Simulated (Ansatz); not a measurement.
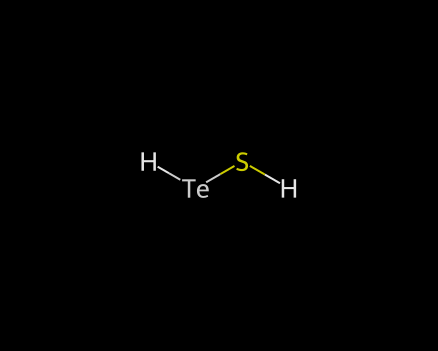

2D structure.

> Transcribe the drawing into SMILES.

S[TeH]

> What is the molecular formula?

H2STe.

The parts below concern this one geometry. Atoms keep their numbers from picture to picture. The computed structure is the end point of a PBE0-D4/def2-TZVP optimisation. No frequency run is at hand to confirm it as a minimum.

## Geometry

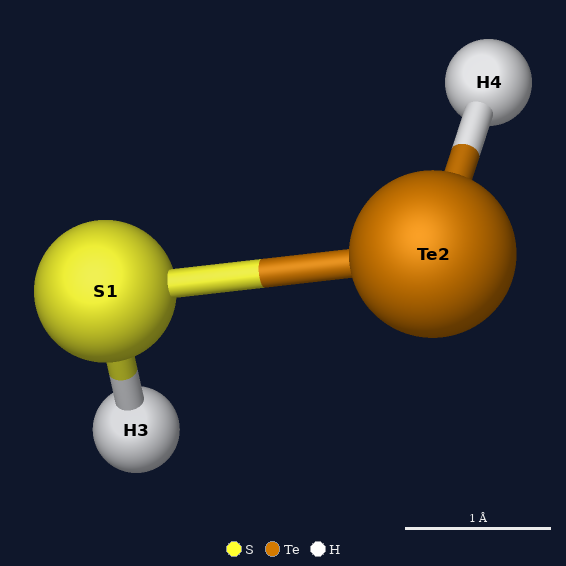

Numbered structure. No frequency run is at hand to confirm it as a minimum.

What are the angles Te2–S1–H3, S1–Te2–H4?

| angle | degrees |
| --- | --- |
| Te2–S1–H3 | 97.2 |
| S1–Te2–H4 | 96.0 |

## Dipole moment

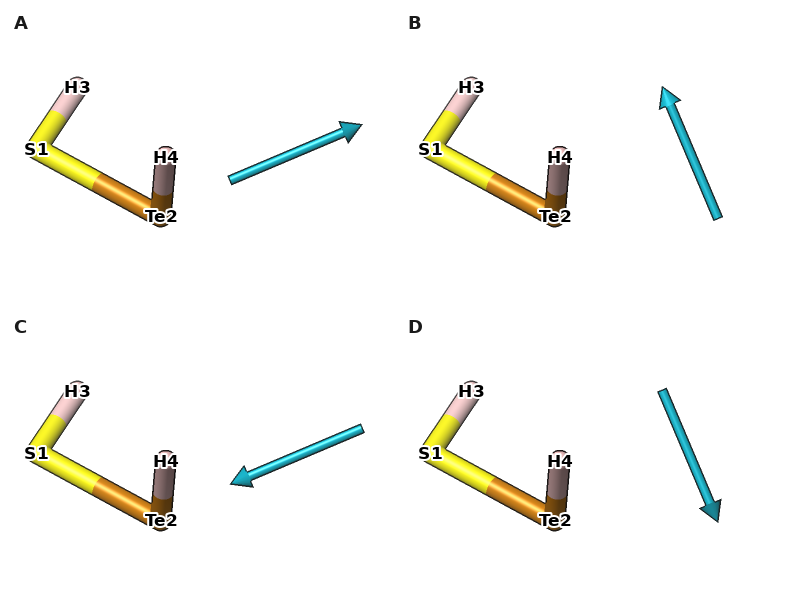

The same molecule four times, each with an arrow. No frequency run is at hand to confirm it as a minimum. Method: RKS PBE0-D4/def2-TZVP, core potentials on Te (Ansatz 0.2.0).

> Which arrow points along the dipole moment, from the negative to the positive end?

A. The dipole moment is 1.10 D; it points from the side of S1 to the side of H4 (the outermost atoms at the two ends).

## Electronic properties

No frequency run is at hand to confirm it as a minimum. Properties computed with RKS PBE0-D4/def2-TZVPP, core potentials on Te (Ansatz 0.2.0).

> What is the LUMO energy (Kohn–Sham orbital)?

−1.75 eV.

> Give the HOMO energy (Kohn–Sham orbital) at this level.

−6.67 eV.

## Charges

The questions are on Mulliken charges. No frequency run is at hand to confirm it as a minimum. Method: RKS PBE0-D4/def2-TZVP, core potentials on Te (Ansatz 0.2.0).

> Which atom carries the highest charge (most positive or least negative)?

H3 (0.18 e).

> And the lowest?

S1 (−0.30 e).

Give the Mulliken charges atom by atom.

| atom | value (e) |
| --- | --- |
| S1 | −0.30 |
| Te2 | 0.05 |
| H3 | 0.18 |
| H4 | 0.07 |

Mulliken values depend strongly on the basis set and can even reverse the polarity of a bond.
